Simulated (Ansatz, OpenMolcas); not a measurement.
## A ladder of methods for CH7GaSi (SMILES [CH3][GaH][SiH3])

CH7GaSi: 10 atoms, total charge 0, spin state singlet. As SMILES, `[CH3][GaH][SiH3]`. The shape is that of a PBE0-D4/def2-TZVP optimisation.

Each level gives the vertical energy of the triplet above the singlet (eV). The values are calculated.

```tsv
level	kind	program	value (eV)	less CCSD(T)/6-31G*	CPU time (all runs)
HF/6-31G* (spherical functions)	Hartree–Fock	Ansatz	3.78	-0.02	8.9 s
SVWN5/6-31G* (spherical functions)	LDA	Ansatz	3.59	-0.21	14 s
PBE/6-31G* (spherical functions)	GGA	Ansatz	3.52	-0.28	23 s
TPSS/6-31G* (spherical functions)	meta-GGA	OpenMolcas	3.57	-0.23	2.1 min
PBE0/6-31G* (spherical functions)	global hybrid	Ansatz	3.71	-0.09	31 s
wB97X/6-31G* (spherical functions)	range-separated hybrid	Ansatz	4.05	+0.25	2.1 min
RPA@PBE0/6-31G* (spherical functions)	RPA	Ansatz	3.74	-0.06	49 s
CCSD(T)/6-31G* (spherical functions)	coupled cluster or CI	Ansatz	3.80	0.00	63 s
```

Differences are taken from CCSD(T)/6-31G* (spherical functions) for orientation; it has basis-set and higher-order errors of its own. All-electron rows without a relativistic Hamiltonian named are non-relativistic. The values span 3.52 to 4.05 eV. In the correlated wave-function rows the outer d shell of Ga is correlated, in sets not made for it. CPU times are rough (shared hosts, several kinds of processor and program).

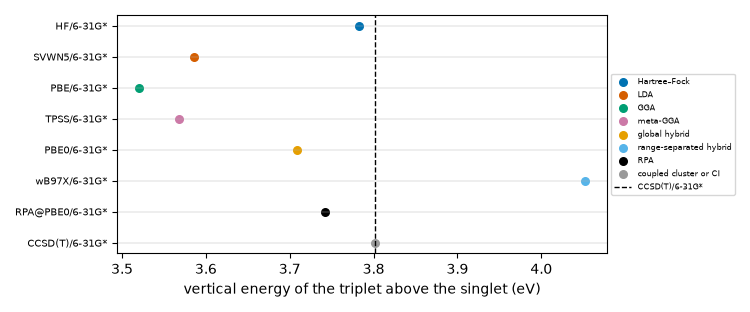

The values of the table, level by level.
